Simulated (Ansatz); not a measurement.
The reference is Si (space group Cmcm, No. 63; a = 3.825 Å, b = 10.695 Å, c = 12.653 Å; a cell from a computed database, its experimental status unchecked).

Perturbation: cell and atoms relaxed at a pressure of 7.5 GPa.

Calculations: PBEsol/PAW in Ansatz (a program for electronic structure), no spin-orbit coupling.

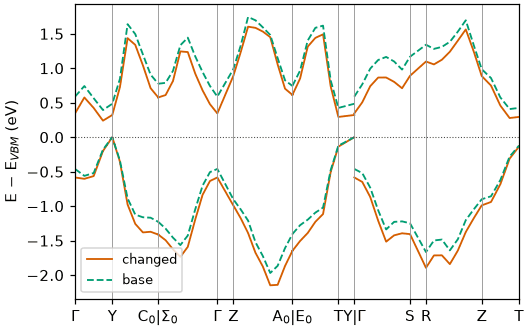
Figure: Highest valence and lowest conduction band along the path, each from its own valence-band maximum

**Question.** Read the changed gap and its character from the plot.

**Answer.** About 0.24 eV, indirect, Y → Γ–Y (75 % along).

Load acts through the strain it causes; cell and atoms are relaxed under it. Stability against distortions was not tested. No other phases were tried under pressure. This is not the structure that Si has at room temperature and ambient pressure. A zero or small gap of Si under pressure 7.5 GPa can be the functional's error rather than a property of the material.
